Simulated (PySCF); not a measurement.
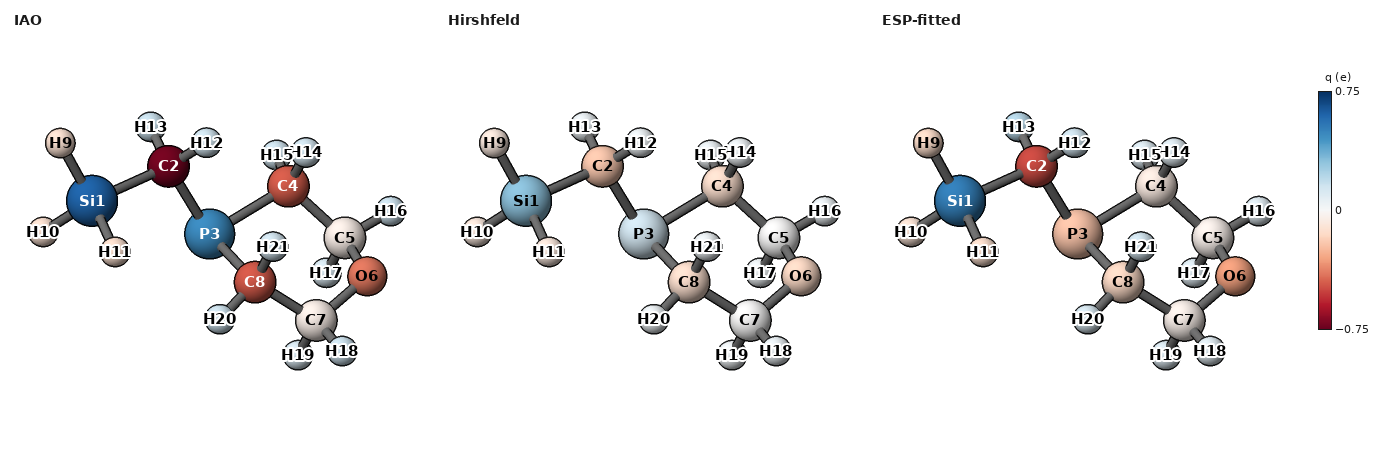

Atomic charges of one calculation by 3 schemes, on one colour scale. Computed geometry: GFN2-xTB optimisation. No frequency run is at hand to confirm it as a minimum. Method: PBE0/pcSseg-1 (PySCF 2.14.0).

### Which scheme gives the most polar picture (largest mean size of the charges)?

The IAO charges are the largest in size here, and the Hirshfeld charges the smallest.

### On which atom do the schemes disagree most?

On P3 (from −0.21 to 0.48 e).

List the charges (e), one line for each set of equivalent atoms.

```json
{"atom": "Si1", "IAO": "0.60", "Hirshfeld": "0.31", "ESP-fitted": "0.51"}
{"atom": "C2", "IAO": "−0.72", "Hirshfeld": "−0.20", "ESP-fitted": "−0.49"}
{"atom": "P3", "IAO": "0.48", "Hirshfeld": "0.14", "ESP-fitted": "−0.21"}
{"atom": "C4", "IAO": "−0.46", "Hirshfeld": "−0.12", "ESP-fitted": "−0.07"}
{"atom": "C5", "IAO": "−0.05", "Hirshfeld": "0.00", "ESP-fitted": "−0.04"}
{"atom": "O6", "IAO": "−0.40", "Hirshfeld": "−0.15", "ESP-fitted": "−0.31"}
{"atom": "C7", "IAO": "−0.05", "Hirshfeld": "0.00", "ESP-fitted": "−0.04"}
{"atom": "C8", "IAO": "−0.46", "Hirshfeld": "−0.13", "ESP-fitted": "−0.15"}
{"atom": "H9", "IAO": "−0.12", "Hirshfeld": "−0.08", "ESP-fitted": "−0.14"}
{"atom": "H10", "IAO": "−0.11", "Hirshfeld": "−0.08", "ESP-fitted": "−0.10"}
{"atom": "H11", "IAO": "−0.12", "Hirshfeld": "−0.08", "ESP-fitted": "−0.12"}
{"atom": "H12", "IAO": "0.14", "Hirshfeld": "0.04", "ESP-fitted": "0.14"}
{"atom": "H13", "IAO": "0.16", "Hirshfeld": "0.04", "ESP-fitted": "0.21"}
{"atom": "H14", "IAO": "0.14", "Hirshfeld": "0.04", "ESP-fitted": "0.09"}
{"atom": "H15", "IAO": "0.15", "Hirshfeld": "0.04", "ESP-fitted": "0.09"}
{"atom": "H16", "IAO": "0.15", "Hirshfeld": "0.05", "ESP-fitted": "0.09"}
{"atom": "H17", "IAO": "0.11", "Hirshfeld": "0.03", "ESP-fitted": "0.09"}
{"atom": "H18", "IAO": "0.15", "Hirshfeld": "0.05", "ESP-fitted": "0.09"}
{"atom": "H19", "IAO": "0.11", "Hirshfeld": "0.03", "ESP-fitted": "0.10"}
{"atom": "H20", "IAO": "0.15", "Hirshfeld": "0.04", "ESP-fitted": "0.12"}
{"atom": "H21", "IAO": "0.14", "Hirshfeld": "0.04", "ESP-fitted": "0.14"}
```

The geometry is semi-empirical. Around P, Si such bond lengths and angles can be off by a tenth of an ångström or more and by several degrees, and values that hang on the shape move with them.
